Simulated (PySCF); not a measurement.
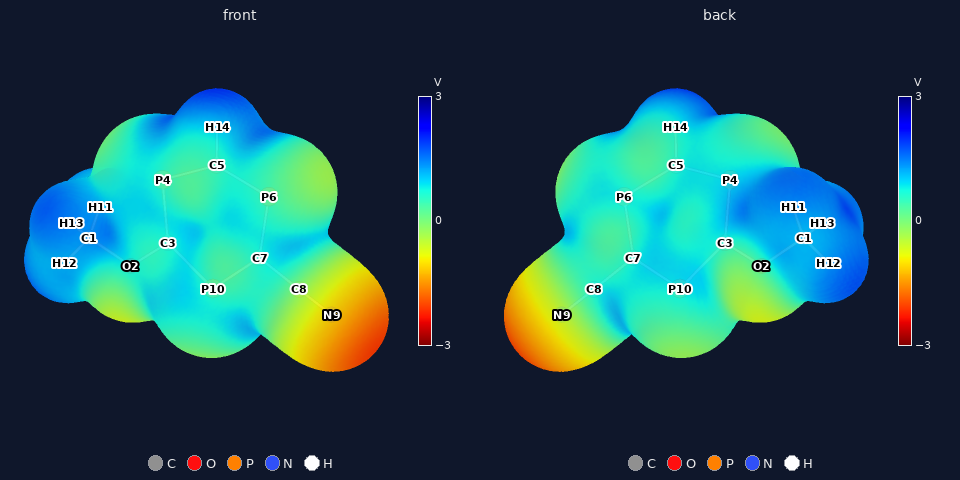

The picture shows: C$_{5}$H$_{4}$NOP$_{3}$ (SMILES COc1pcpc(C#N)p1). The molecular electrostatic potential painted on the density surface at 0.004 e/bohr³, seen from the front and from behind; red is negative and blue positive.

Geometry: GFN2-xTB.

The calculation used PBE0/pcSseg-1, SCF density, gas phase, non-relativistic in PySCF.

```xyz
14

C    -2.7499   -0.7368   -0.7063
O    -1.4104   -1.1355   -0.8257
C    -0.4510   -0.3475   -0.2677
P    -0.9221    1.1258    0.5530
C     0.5706    1.8115    1.0985
P     2.2423    1.3994    1.0316
C     2.2837   -0.1236    0.1541
C     3.5937   -0.6285    0.0183
N     4.6655   -1.0292   -0.0793
P     1.0800   -1.1517   -0.5823
H    -2.9147    0.2351   -1.1859
H    -3.3423   -1.5012   -1.2056
H    -3.0459   -0.6656    0.3473
H     0.3997    2.7472    1.6278
```

Which sites attract a positive test charge, and which a negative one?

Answer. A positive charge is drawn to the negative regions and a negative charge to the positive ones. The most negative region (about −2.1 V) lies over N9, the most positive (about +1.9 V) over H14. N9 is the likeliest acceptor of a hydrogen bond.
